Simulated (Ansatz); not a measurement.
# CH₅GaS: basis-set convergence

Aim: see how fast density functionals converge with the basis set for CH₅GaS.

Program: Ansatz 0.2.0, Gaussian basis. Level of theory: one geometry, several basis sets. These are calculated values, not measurements.

Levels to be run: PBE0-D4/def2-SVP; ωB97M-V/def2-SVP; PBE0-D4/def2-QZVPP; ωB97M-V/def2-QZVPP; the functionals' def2-TZVPP values are taken from earlier runs.

## 1. The relaxed structure

An earlier PBE0-D4 in a triple-zeta def2 set relaxation fixed the geometry.

SMILES `S[CH2][GaH2]`, 8 atoms, charge 0, spin multiplicity 1.

Atoms are counted from 1 here; the program's logs count them from 0.

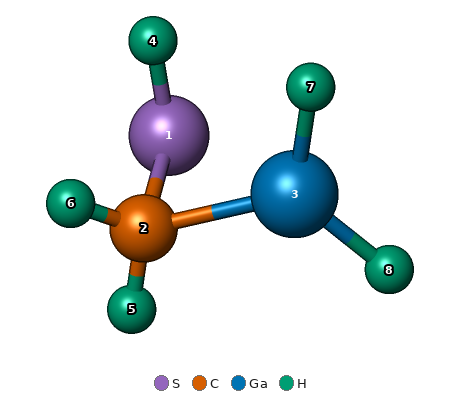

The geometry (sulfur purple, carbon orange, gallium blue, hydrogen teal); atoms are numbered from 1 in the order of the file.

Geometry (Å):

```xyz
8

S    -1.3849    0.5931    0.5620
C     0.3793    0.8684    0.1118
Ga    0.5237   -1.0933   -0.0530
H    -1.8503    0.4046   -0.6839
H     0.8420    1.3050    0.9951
H     0.4581    1.5497   -0.7304
H     0.0851   -1.7258   -1.4167
H     0.9470   -1.9016    1.2151
```

## 2. PBE0-D4 in def2-SVP

Contents of in.yaml:

```yaml
crystal:
  periodic: [false, false, false]
  atoms:
    - {symbol: S, position_ang: [-1.384926, 0.593091, 0.562013]}
    - {symbol: C, position_ang: [0.379277, 0.868400, 0.111825]}
    - {symbol: Ga, position_ang: [0.523683, -1.093262, -0.053031]}
    - {symbol: H, position_ang: [-1.850265, 0.404559, -0.683861]}
    - {symbol: H, position_ang: [0.841960, 1.304964, 0.995067]}
    - {symbol: H, position_ang: [0.458149, 1.549743, -0.730403]}
    - {symbol: H, position_ang: [0.085142, -1.725840, -1.416669]}
    - {symbol: H, position_ang: [0.946990, -1.901646, 1.215059]}
basis:
  gaussian: {orbitals: def2-SVP}
hamiltonian: {xc: pbe0, dispersion: d4}
output: {orbitals: {seedname: orbitals}}
```

Started as:

```bash
> ansatz run in.yaml --threads 2 --pin off --events-out ev --progress --plain --max-ram 4352MiB
```

After this run come: ωB97M-V in def2-SVP; PBE0-D4 in def2-QZVPP; ωB97M-V in def2-QZVPP.

**Question.** What will the summary of the whole plan be? Wanted: PBE0-D4: double and triple zeta above quadruple; ωB97M-V: double and triple zeta above quadruple.

**Answer**, as computed:

```
                                       quantity           value
PBE0-D4: double and triple zeta above quadruple  13.35, 1.59 eV
ωB97M-V: double and triple zeta above quadruple  13.33, 1.54 eV
```

In words: For PBE0-D4 the step from double to triple zeta gains 11.76 eV and the next only 1.59 eV. These are total energies; as a rule much of such shifts cancels in differences, which this series doesn't test. The LUMO of ωB97M-V is positive and keeps falling with the basis (1.13 to 0.63 eV): an unbound level that the basis holds in place.
